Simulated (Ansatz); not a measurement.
CsCl-type PdIn was calculated with revPBE in Ansatz (PAW).

Run with plane-wave cutoff 520 eV, 18×18×18 k mesh, Fermi–Dirac smearing 0.05 eV, scalar-relativistic PAW data made under PBE.

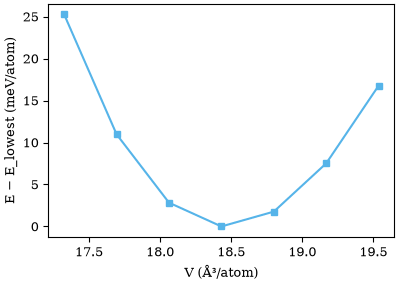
Figure: Total energy against volume

Problem. From the curve, estimate the equilibrium volume and the bulk modulus.

Solution. V0 ≈ 18.5 Å³/atom and B0 ≈ 99 GPa; the fit gives V0 = 18.465 Å³/atom, B0 = 99.0 GPa, B′ = 6.1.

Spin–orbit coupling is not included.

Static lattice: no zero-point or thermal effects.

Cost on a shared machine: roughly 120 core-seconds.

Ansatz is a first-principles code.
